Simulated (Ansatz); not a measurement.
```yaml
crystal:
  lattice:
    - [6.17634, 0.00000, 0.00000]
    - [0.00000, 6.17634, 0.00000]
    - [0.00000, 0.00000, 6.17634]
  atoms:
    - { symbol: Cd, position: [0.50000, 0.50000, 0.50000] }
    - { symbol: Fe, position: [0.00000, 0.00000, 0.00000] }
    - { symbol: C, position: [0.18642, 0.18642, 0.18642] }
    - { symbol: C, position: [0.18642, 0.81358, 0.81358] }
    - { symbol: C, position: [0.81358, 0.18642, 0.81358] }
    - { symbol: C, position: [0.81358, 0.81358, 0.18642] }
    - { symbol: N, position: [0.29559, 0.29559, 0.29559] }
    - { symbol: N, position: [0.29559, 0.70441, 0.70441] }
    - { symbol: N, position: [0.70441, 0.29559, 0.70441] }
    - { symbol: N, position: [0.70441, 0.70441, 0.29559] }
```

Space group P-43m; a structure generated by program, which may or may not match a known phase; spin-polarised.

Method: DFT PBE, scalar-relativistic, plane waves, PAW in Ansatz.

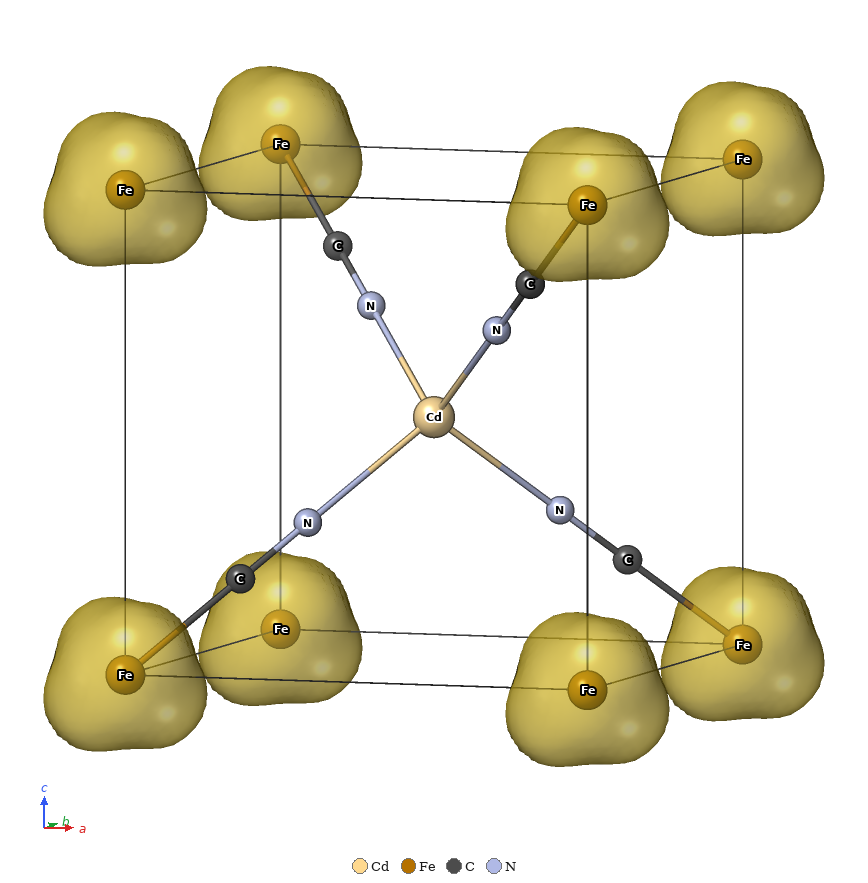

CdFeC4N4. Isosurfaces of the spin density (up minus down) at +0.1 (yellow) and −0.1 e/Å³ (cyan), seen at an oblique angle. Sticks mark near contacts.

The density is the valence pseudo-density of a PAW calculation; it isn't the true density close to the nuclei.

**Where is the spin, and how is it ordered?**

The spin density sits on Fe: +2.9 μB in one cell of 10 atoms: parallel moments, as they must be, since the calculation's own cell holds one magnetic site. The cell of the calculation (10 atoms) carries 4.0 μB of net spin moment. Only one sign reaches the isovalue.
